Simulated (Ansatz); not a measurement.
# doublet [Si2]−: levels of theory compared

Wanted: a comparison of 6 runs (U-r2SCAN/3-21G, UB3LYP/6-31G, UBLYP/3-21G, UMP2/3-21G, UMP2/6-31G, UCCSD/3-21G) of doublet [Si2]−. 

Program for the calculation: Ansatz 0.2.0.

65 further runs of the same task are left out: 32 that didn't finish, 33 set aside as unsound or not needed.

## Step 1: The molecule

[Si2]− has 2 atoms, charge -1, and is taken as a doublet. As SMILES of the parent species, `[Si]=[Si]`. The coordinates come from a GFN2-xTB relaxation. That shape belongs to the parent species and isn't relaxed for this state.

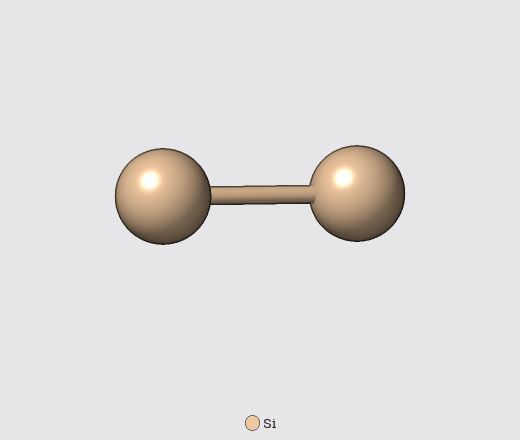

The structure, seen from a chosen angle (silicon light orange).

## Step 2: A single-point energy at U-r2SCAN/3-21G (run 1)

Input file job.yaml:

```yaml
crystal:
  periodic: [false, false, false]
  atoms:
    - {symbol: Si, position_ang: [0.000000, 0.000000, 0.000000]}
    - {symbol: Si, position_ang: [0.000000, 0.000000, 2.174210]}
basis:
  gaussian: {orbitals: 3-21G.json}
total_charge: -1
magnetization: {spin_polarized: true, initial_magnetization: 1}
hamiltonian: {xc: r2scan}
accuracy: high
```

The basis set 3-21G is read from a file made from the Basis Set Exchange's data (not shown).

On the command line:

```console
$ ansatz run job.yaml --threads 1 --pin off --max-ram 2610MiB --events-out events.jsonl --progress --plain --runs-dir runs
```

The program printed:

```text
Warning: RAYON_NUM_THREADS=1 ignored (pool sized by the plan → 1); use --threads N
Functional definition: r2SCAN
  name "r2SCAN"
  parameter k0 = 0.174
  parameter k1 = 0.065
  parameter a1 = 4.9479
  exchange = r2scan_x(k0 = k0, k1 = k1, a1 = a1)
  correlation = r2scan_c
528 factors; integrals over basis functions are off by at most 2.8e-9 eV
mean field evaluation 1: about -15667.5631 eV, gradient 3.1e0 eV
mean field evaluation 2: about -15667.6404 eV, gradient 1.5e0 eV
mean field evaluation 4: about -15667.6614 eV, gradient 1.6e-1 eV
mean field evaluation 8: about -15667.6547 eV, gradient 4.6e-3 eV
mean field evaluation 16: about -15667.7053 eV, gradient 6.1e-1 eV
mean field evaluation 32: about -15667.6547 eV, gradient 6.6e-5 eV
mean field -15667.83135398 eV, -575.7821822213 hartree, gradient 1.4e-8 eV, S^2 0.754856; 5 other end points of the search recorded, 0 dependent functions left out
reference -15667.83135583 eV, -575.7821822891 hartree; 15, 14 occupied and 11, 12 virtual orbitals, 528 factors
Total energy: -15667.83135583 eV, -575.7821822891 hartree
```

Run time: 20 s. Hardware: 1 thread of Arm Neoverse V1, shared host; peak memory 0.19 GiB.

## Step 3: A single-point energy at UB3LYP/6-31G (run 2)

Input file run.yaml:

```yaml
basis:
  gaussian: {orbitals: 6-31G}
crystal:
  periodic: [false, false, false]
  atoms:
    - symbol: Si
      position_ang: [0.000000, 0.000000, 0.000000]
    - symbol: Si
      position_ang: [0.000000, 0.000000, 2.174210]
total_charge: -1
magnetization: {spin_polarized: true, initial_magnetization: 1}
hamiltonian: {xc: {name: B3LYP}}
accuracy: high
```

On the command line:

```console
$ ansatz run run.yaml --threads 1 --pin off --max-ram 2610MiB --events-out events.jsonl --progress --plain --runs-dir runs
```

The program printed:

```text
Warning: RAYON_NUM_THREADS=1 ignored (pool sized by the plan → 1); use --threads N
Functional definition: B3LYP
  name "B3LYP"
  parameter a0 = 0.2
  parameter ax = 0.72
  parameter ac = 0.81
  exchange = (1 - a0 - ax)*slater_x + ax*b88_x + a0*exact_x
  correlation = (1 - ac)*vwn_rpa_c + ac*lyp_c
504 factors; integrals over basis functions are off by at most 2.8e-9 eV
mean field evaluation 1: about -15752.6504 eV, gradient 2.3e0 eV
mean field evaluation 2: about -15752.7062 eV, gradient 1.1e0 eV
mean field evaluation 4: about -15752.7187 eV, gradient 1.5e-1 eV
mean field evaluation 8: about -15752.7190 eV, gradient 1.1e-3 eV
mean field evaluation 16: about -15752.7190 eV, gradient 1.5e-7 eV
mean field evaluation 32: about -15752.7627 eV, gradient 1.2e-8 eV
mean field evaluation 64: about -15752.7190 eV, gradient 1.4e-8 eV
mean field -15752.76267296 eV, -578.9033506254 hartree, gradient 1.3e-8 eV, S^2 0.755509; 10 other end points of the search recorded, 0 dependent functions left out
reference -15752.76269759 eV, -578.9033515302 hartree; 15, 14 occupied and 11, 12 virtual orbitals, 504 factors
Total energy: -15752.76269759 eV, -578.9033515302 hartree
```

Wall time 7.2 s (1 thread of Arm Neoverse V1, shared host); peak memory 0.12 GiB.

Runs 3 to 4 aren't shown in full; the table further down has their settings and results.

## Step 4: A single-point energy at UMP2/6-31G (run 5)

job.yaml, as its differences from that of step 2:

```diff
@@ -6,6 +6,6 @@
 basis:
-  gaussian: {orbitals: 3-21G.json}
+  gaussian: {orbitals: 6-31G}
 total_charge: -1
 magnetization: {spin_polarized: true, initial_magnetization: 1}
-hamiltonian: {xc: r2scan}
+correlation: {method: mp2, frozen_orbitals: {Si: 5}}
 accuracy: high
```

On the command line:

```console
$ ansatz run job.yaml --threads 1 --pin off --max-ram 2610MiB --events-out events.jsonl --progress --plain --runs-dir runs
```

The program printed, shortened:

```text
Warning: RAYON_NUM_THREADS=1 ignored (pool sized by the plan → 1); use --threads N
Functional definition: HF
  name "HF"
[...]
504 factors; integrals over basis functions are off by at most 2.8e-9 eV
[...]
mean field -15720.85416726 eV, -577.7307346693 hartree, gradient 2.8e-8 eV, S^2 1.885747; 15 other end points of the search recorded, 0 dependent functions left out
10 core orbitals not correlated: weight in the atoms' cores, before any rotation towards them, 1.000 or more for the frozen orbitals, at most 0.000 for the correlated occupied ones
reference -15720.85416726 eV, -577.7307346693 hartree; 5, 4 occupied and 11, 12 virtual orbitals, 504 factors
second order -1.68152417 eV of doubles, -0.00000000 eV of singles
Total energy: -15722.53569143 eV, -577.7925295427 hartree
```

It took 1.2 s on 1 thread of Arm Neoverse V1, shared host.

## Step 5: The energy at UCCSD/3-21G (run 6)

Input file in.yaml:

```yaml
crystal:
  periodic: [false, false, false]
  atoms:
    - {symbol: Si, position_ang: [0.000000, 0.000000, 0.000000]}
    - {symbol: Si, position_ang: [0.000000, 0.000000, 2.174210]}
basis:
  gaussian: {orbitals: 3-21G.json}
accuracy: high
scf: {omitted_lower_state_checks: [cluster_reference, increment]}
magnetization: {spin_polarized: true, initial_magnetization: 1}
total_charge: -1
correlation: {method: ccsd, frozen_orbitals: {Si: 5}}
```

The basis set 3-21G is read from a file made from the Basis Set Exchange's data (not shown).

On the command line:

```console
$ ansatz run in.yaml --threads 1 --pin off --max-ram 2610MiB --events-out events.jsonl --progress --plain --runs-dir runs
```

The program printed:

```text
Warning: RAYON_NUM_THREADS=1 ignored (pool sized by the plan → 1); use --threads N
[... 17 lines left out ...]
10 core orbitals not correlated: weight in the atoms' cores, before any rotation towards them, 1.000 or more for the frozen orbitals, at most 0.000 for the correlated occupied ones
[... 34 lines left out ...]
Total energy: -15642.89994763 eV, -574.8659699369 hartree
Checks for a lower state left out: cluster_reference, increment
```

Wall time 1.2 s (1 thread of Arm Neoverse V1, shared host).

## Step 6: All runs side by side

| run | level | frozen core orbitals | energy (Eh) | ⟨S²⟩ | wall time |
| --- | --- | --- | --- | --- | --- |
| 1 | U-r2SCAN/3-21G | – | -575.782182 | 0.755 | 20 s |
| 2 | UB3LYP/6-31G | – | -578.903352 | 0.756 | 7.2 s |
| 3 | UBLYP/3-21G | – | -575.859847 | 0.752 | 3.9 s |
| 4 | UMP2/3-21G | 10 | -574.824108 | 1.879 | 0.95 s |
| 5 | UMP2/6-31G | 10 | -577.792530 | 1.886 | 1.2 s |
| 6 | UCCSD/3-21G | 10 | -574.865970 | 1.879 | 1.2 s |

## Step 7: Outcome

| quantity | value |
| --- | --- |
| run 6: total energy | -574.86597 Eh |
| run 6: correlation energy (10 core orbitals frozen) | -104.3 mEh |
| run 6: ⟨S²⟩ of the reference determinant | 1.879 |
| run 6: T1 diagnostic | 0.136 |

Totals of different functionals can't be ranked against each other. Spin contamination of the reference: run 5 ⟨S²⟩ = 1.89, run 4 ⟨S²⟩ = 1.88, run 6 ⟨S²⟩ = 1.88. Where it is this large, the reference is a mixture of spin states, and values that rest on it are in doubt. All runs together took 35 s, the longest 20 s.
